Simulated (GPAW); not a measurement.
## Ti K ELNES/XANES of TiSi2 (Cmcm) from DFT

Aim: the dependence of the Ti K near-edge features of TiSi2 (Cmcm) on volume.

Method: X-ray absorption from dipole matrix elements to empty bands, plane-wave PAW LDA, in GPAW 26.7.0.

**1. Starting point**

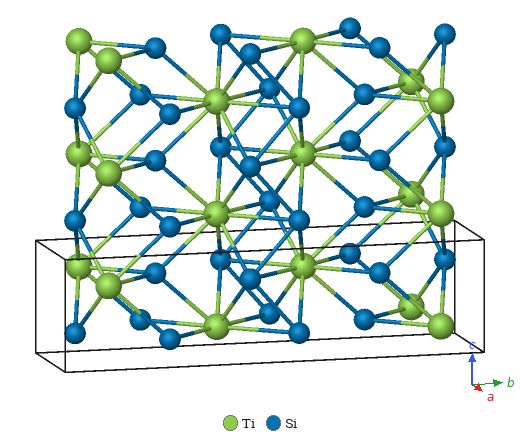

Start, viewed slightly off an axis; titanium green, silicon blue. 1×1×3 cells are drawn. This picture shows the conventional cell, with its axes. Some periodic images of atoms are drawn too.

Coordinates:

```cif
data_structure
_symmetry_space_group_name_H-M 'Cmcm'
_symmetry_Int_Tables_number 63
_cell_length_a 3.5302
_cell_length_b 13.5186
_cell_length_c 3.5652
_cell_angle_alpha 90.000
_cell_angle_beta 90.000
_cell_angle_gamma 90.000
_cell_volume 170.14
loop_
_atom_site_label
_atom_site_type_symbol
_atom_site_symmetry_multiplicity
_atom_site_Wyckoff_symbol
_atom_site_fract_x
_atom_site_fract_y
_atom_site_fract_z
_atom_site_occupancy
Ti1 Ti 4 c 0.00000 0.89688 0.25000 1
Si1 Si 4 c 0.50000 0.74969 0.25000 1
Si2 Si 4 c 0.00000 0.55825 0.25000 1
```

**2. Ground state of the crystal**

The ground state comes first: it tells whether the system has a gap, which decides how the excited electron is treated.

The input, scf.py:

```python
import numpy as np
from ase import Atoms
from ase.parallel import parprint, paropen
from gpaw import GPAW, PW, FermiDirac, Mixer, MixerDif, setup_paths
from gpaw.test import gen
setup_paths.insert(0, '.')
gen('Ti', name='nch1s', xcname='LDA', corehole=(1, 0, 0), write_xml=True)
from gpaw.mpi import world
world.barrier()

atoms = Atoms('Ti2Si4',
    cell=[[1.76510502, -6.75928154, 0],
     [1.76510502, 6.75928154, 0],
     [0, 0, 3.56517397]],
    scaled_positions=[[0.10311808, 0.89688192, 0.25],
     [0.89688192, 0.10311808, 0.75],
     [0.75031482, 0.24968518, 0.25],
     [0.24968518, 0.75031482, 0.75],
     [0.44174855, 0.55825145, 0.25],
     [0.55825145, 0.44174855, 0.75]],
    pbc=True)
atoms.calc = calc = GPAW(legacy_gpaw=True, mode=PW(430, force_complex_dtype=True), xc='LDA', setups={0: 'nch1s'},
    kpts={'size': (7, 7, 7), 'gamma': True}, occupations=FermiDirac(0.05),
    charge=0, mixer=Mixer(0.1, 5, 50), maxiter=150,
    convergence={'density': 0.0001, 'eigenstates': 1e-6}, txt='scf.txt')
energy = atoms.get_potential_energy() + calc.get_reference_energy()
ef = calc.get_fermi_level()
out = dict(energy=energy, fermi=ef, forces=atoms.get_forces().tolist())
parprint(f'all-electron energy {energy:.4f} eV, Fermi level {ef:.4f} eV')
ev = np.array([[calc.get_eigenvalues(k, s) for k in range(len(calc.get_ibz_k_points()))] for s in range(calc.get_number_of_spins())])
out['homo'], out['lumo'], out['counts'] = ev[ev < ef].max(), ev[ev > ef].min(), sorted(set((ev < ef).sum((0, 2)).tolist()))
out['filled'] = (ev[:, 0] < ef).sum(1).tolist()
import json
with paropen('out.json', 'w') as f:
    json.dump(out, f)
```

Command:

```sh
$ OMP_NUM_THREADS=1 mpirun -n 4 gpaw python scf.py
```

Numbers of over 12 decimals in the logs are rounded to 6 here.

The program printed:

```text
Input parameters:
  convergence: {density: 0.0001,
                eigenstates: 1e-06}
  kpts: {gamma: True,
         size: (7, 7, 7)}
  maxiter: 150
  mixer: {backend: pulay,
          beta: 0.1,
          method: separate,
          nmaxold: 5,
          weight: 50}
  mode: {ecut: 430.0,
         force_complex_dtype: True,
         name: pw}
  occupations: {fixmagmom: False,
                name: fermi-dirac,
                width: 0.05}
  setups: {0: nch1s}

Initialize ...

[... PAW data sets ...]

Reference energy: -77782.750844  # eV

Spin-paired calculation

[... convergence settings ...]
Symmetries present (total): 2
  [... symmetry matrices ...]

343 k-points: 7 x 7 x 7 Monkhorst-Pack grid
100 k-points in the irreducible part of the Brillouin zone
       k-points in crystal coordinates                weights
   0:     0.00000000    0.00000000    0.00000000          1/343
   1:     0.00000000    0.00000000    0.14285714          2/343
   2:     0.00000000    0.00000000    0.28571429          2/343
   3:     0.00000000    0.00000000    0.42857143          2/343
   4:     0.14285714   -0.14285714   -0.42857143          2/343
   5:     0.14285714   -0.14285714   -0.28571429          2/343
   6:     0.14285714   -0.14285714   -0.14285714          2/343
   7:     0.14285714   -0.14285714    0.00000000          2/343
   8:     0.14285714   -0.14285714    0.14285714          2/343
   9:     0.14285714   -0.14285714    0.28571429          2/343
          ...
  99:     0.42857143    0.42857143    0.42857143          4/343

Wave functions: Plane wave expansion
  Cutoff energy: 430.000 eV
  Number of coefficients (min, max): 1698, 1739
  Pulay-stress correction: 0.000000 eV/Ang^3 (de/decut=0.000000)
  Using FFTW library
  Wavefunction extrapolation:
    Improved wavefunction reuse through dual PAW basis

Occupation numbers: Fermi-Dirac:
  width: 0.0500  # eV

Eigensolver
   Davidson(niter=2)

Densities:
  Coarse grid: 35*35*18 grid
  Fine grid: 70*70*36 grid
  Total Charge: 0.000000

Density mixing:
  Method: separate
  Backend: pulay
  Linear mixing parameter: 0.1
  old densities: 5
  Width of damping distribution: 1.1
  Damping of long wavelength oscillations: 50

[... Hamiltonian set-up ...]
Number of atoms: 6
Number of atomic orbitals: 42
Number of bands in calculation: 28
Number of valence electrons: 40
Bands to converge: occupied

... initialized

Initializing position-dependent things.

Density initialized from atomic densities
Creating initial wave functions:
  28 bands from LCAO basis set

             Si
              Ti
          Si

           Si
       Ti
        Si

Atomic positions and initial magnetic moments

Positions:
   0 Ti     1.765105    5.365273    0.891293    ( 0.0000,  0.0000,  0.0000)
   1 Ti     1.765105   -5.365273    2.673880    ( 0.0000,  0.0000,  0.0000)
   2 Si     1.765105   -3.383897    0.891293    ( 0.0000,  0.0000,  0.0000)
   3 Si     1.765105    3.383897    2.673880    ( 0.0000,  0.0000,  0.0000)
   4 Si     1.765105    0.787476    0.891293    ( 0.0000,  0.0000,  0.0000)
   5 Si     1.765105   -0.787476    2.673880    ( 0.0000,  0.0000,  0.0000)

Unit cell:
           periodic     x           y           z      points  spacing
  1. axis:    yes    1.765105   -6.759282    0.000000    35     0.0976
  2. axis:    yes    1.765105    6.759282    0.000000    35     0.0976
  3. axis:    yes    0.000000    0.000000    3.565174    18     0.1981

  Lengths:   6.985949   6.985949   3.565174
  Angles:   90.000000  90.000000 150.729457

Effective grid spacing dv^(1/3) = 0.1568

iter:   1   -42.606180
iter:   2   -42.690575   -0.76  -1.25
iter:   3   -42.703229   -1.00  -1.28
iter:   4   -42.803927   -1.59  -1.71
iter:   5   -43.053735   -0.46  -1.76
iter:   6   -42.591665   -1.09  -1.60
iter:   7   -42.658609   -1.51  -2.27
iter:   8   -42.584690   -2.33  -2.05
iter:   9   -42.585540   -3.51  -2.45
iter:  10   -42.580981c  -2.36  -2.50
iter:  11   -42.579926c  -3.81  -2.97
iter:  12   -42.579821c  -4.77  -3.35
iter:  13   -42.579798c  -4.98  -3.46
iter:  14   -42.579818c  -5.06  -3.69
iter:  15   -42.579808c  -4.76  -3.68
iter:  16   -42.579791c  -6.27c -3.97
iter:  17   -42.579790c  -6.43c -4.41c

Converged after 17 iterations.

Dipole moment: (-0.000000, 0.000000, -0.000000) |e|*Ang

Energy contributions relative to reference atoms: (reference = -77782.750844)

Kinetic:        +40.049576
Potential:      -31.253048
External:        +0.000000
XC:             -51.192013
Entropy (-ST):   -0.012244
Local:           -0.178183
SIC:             +0.000000
--------------------------
Free energy:    -42.585912
Extrapolated:   -42.579790

Showing only first 2 kpts
 Kpt  Band  Eigenvalues  Occupancy
  0    18      7.80356    2.00000
  0    19     10.33206    0.00016
  0    20     10.54061    0.00000
  0    21     10.68524    0.00000

  1    18      8.51161    2.00000
  1    19      9.90079    0.62742
  1    20     10.26990    0.00057
  1    21     10.44452    0.00002

Fermi level: 9.86165

No gap
No difference between direct/indirect transitions

Forces in eV/Ang:
  0 Ti    0.00000   -0.01934    0.00000
  1 Ti    0.00000    0.01934   -0.00000
  2 Si    0.00000   -0.01244    0.00000
  3 Si    0.00000    0.01244   -0.00000
  4 Si    0.00000    0.12497   -0.00000
  5 Si    0.00000   -0.12497    0.00000
Scalar-relativistic atomic LDA calculation for Ti (Titanium, Z=22)
Core hole in 1s state (1s occupation: 2.0)
600 radial gridpoints.
|------------------------------------------------|
|------------------------------------------------|
[... the atom generator's iteration count ...]

Energy contributions:
-------------------------
Kinetic:     +858.169401
XC:           -40.035523
Potential:  -1669.760805
-------------------------
Total:       -851.626927

state      eigenvalue         ekin         rmax
-----------------------------------------------
1s^2.0 :  -178.412898   235.142209        0.046
2s^2.0 :   -19.674824    40.676506        0.270
2p^6.0 :   -16.315972    39.591103        0.219
3s^2.0 :    -2.287902     8.427789        0.869
3p^6.0 :    -1.425558     7.161594        0.900
3d^2.0 :    -0.164024     3.704740        0.977
4s^2.0 :    -0.168799     0.875365        2.882
4p^0.0 :    -0.056429     0.465286        3.811
-----------------------------------------------
(units: Bohr and Hartree)

Generating PAW setup
Kinetic energy of the core from tauc = 793.509929
Cutoffs:
rc(s)=2.400
rc(p)=2.000
rc(d)=2.000
rc(vbar)=1.800
rc(comp)=2.300
rc(nct)=2.400

Kinetic energy of the core states: 789.184048
Charge: 0.0
Core electrons: 10.0
Valence electrons: 12.0
Pseudo-core charge: 0.000001
Shape function alpha=1.890
Pseudo-electron charge 6.382666
state    eigenvalue         norm
--------------------------------
3s(2) :    -2.287902     0.302066
4s(2) :    -0.168799     0.990650
3p(6) :    -1.425558     0.436626
4p(0) :    -0.056429     0.981035
3d(2) :    -0.164024     0.588737
*d    :     0.835976
--------------------------------

Diagonalizing with gridspacing h=0.050

state   all-electron     PAW
-------------------------------
3s:      -2.287902    -2.288205
3p:      -1.425558    -1.426242
3d:      -0.164024    -0.164519
*f:                    0.065395
-------------------------------
all-electron energy -77825.3306 eV, Fermi level 9.8616 eV
```

The job ended after 29 s (4 MPI ranks of AMD EPYC 9R14 (Zen 4), shared host; peak memory 0.25 GiB).

The mesh shows no gap, so the system is treated as a metal and the core electron is put at the Fermi level (neutral cell).

**3. Reference energy of the supercell**

The photon energy needs a difference of total energies, so the cell and mesh of the coming hole run are first run without a hole.

Edit scf.py of step 2 so:

```diff
@@ -10,15 +10,21 @@
 
-atoms = Atoms('Ti2Si4',
-    cell=[[1.76510502, -6.75928154, 0],
-     [1.76510502, 6.75928154, 0],
-     [0, 0, 3.56517397]],
-    scaled_positions=[[0.10311808, 0.89688192, 0.25],
-     [0.89688192, 0.10311808, 0.75],
-     [0.75031482, 0.24968518, 0.25],
-     [0.24968518, 0.75031482, 0.75],
-     [0.44174855, 0.55825145, 0.25],
-     [0.55825145, 0.44174855, 0.75]],
+atoms = Atoms('Ti4Si8',
+    cell=[[3.53021005, 0, 3.56517397],
+     [-3.53021005, 0, 3.56517397],
+     [1.76510502, -6.75928154, 0]],
+    scaled_positions=[[0.57344096, 0.67655904, 0.20623616],
+     [0.07344096, 0.17655904, 0.20623616],
+     [0.42655904, 0.32344096, 0.79376384],
+     [0.92655904, 0.82344096, 0.79376384],
+     [0.24984259, 0.00015741, 0.50062964],
+     [0.74984259, 0.50015741, 0.50062964],
+     [0.75015741, 0.99984259, 0.49937036],
+     [0.25015741, 0.49984259, 0.49937036],
+     [0.40412572, 0.84587428, 0.8834971],
+     [0.90412572, 0.34587428, 0.8834971],
+     [0.59587428, 0.15412572, 0.1165029],
+     [0.09587427, 0.65412572, 0.1165029]],
     pbc=True)
 atoms.calc = calc = GPAW(legacy_gpaw=True, mode=PW(430, force_complex_dtype=True), xc='LDA', setups={0: 'nch1s'},
-    kpts={'size': (7, 7, 7), 'gamma': True}, occupations=FermiDirac(0.05),
+    kpts={'size': (5, 5, 4), 'gamma': True}, occupations=FermiDirac(0.1),
     charge=0, mixer=Mixer(0.1, 5, 50), maxiter=150,
```

The program printed:

```text
Input parameters:
  convergence: {density: 0.0001,
                eigenstates: 1e-06}
  kpts: {gamma: True,
         size: (5, 5, 4)}
  maxiter: 150
  mixer: {backend: pulay,
          beta: 0.1,
          method: separate,
          nmaxold: 5,
          weight: 50}
  mode: {ecut: 430.0,
         force_complex_dtype: True,
         name: pw}
  occupations: {fixmagmom: False,
                name: fermi-dirac,
[...]
4s(2) :    -0.168799     0.990650
3p(6) :    -1.425558     0.436626
4p(0) :    -0.056429     0.981035
3d(2) :    -0.164024     0.588737
*d    :     0.835976
--------------------------------

Diagonalizing with gridspacing h=0.050

state   all-electron     PAW
-------------------------------
3s:      -2.287902    -2.288205
3p:      -1.425558    -1.426242
3d:      -0.164024    -0.164519
*f:                    0.065395
-------------------------------
all-electron energy -155650.6592 eV, Fermi level 9.8646 eV
[key lines of the parts left out:]
Converged after 19 iterations.
Dipole moment: (-0.000000, 0.000000, -0.000000) |e|*Ang
Free energy:    -85.213034
Fermi level: 9.86462
```

It took 39 s on 4 MPI ranks; peak memory 0.3 GiB; 2.6 min of CPU time.

Reference energy: -155650.659 eV with the cores included.

[end of part 1 of 4]

[Banner, clock and machine lines of the logs are left out without a mark of their own.]

[Logs are printed without paths, hosts, clocks, repeated set-up lines and the standing remarks that a program may print on its own settings, such as how far it seeks lower states.]

[Hosts, paths, dates, database ids (printed as entryN), source tags and the programs' standing remarks are cut or masked in the printed files.]

[Lists of maxima count a maximum above −3 eV only where it reaches 4 % of the highest in the window and stands out from its surroundings by 2 % of it (1.5 % where it reaches 55 %); shoulders and weaker maxima are passed over, and of the rest the first, up to two pre-edge ones and the few strongest are named.]
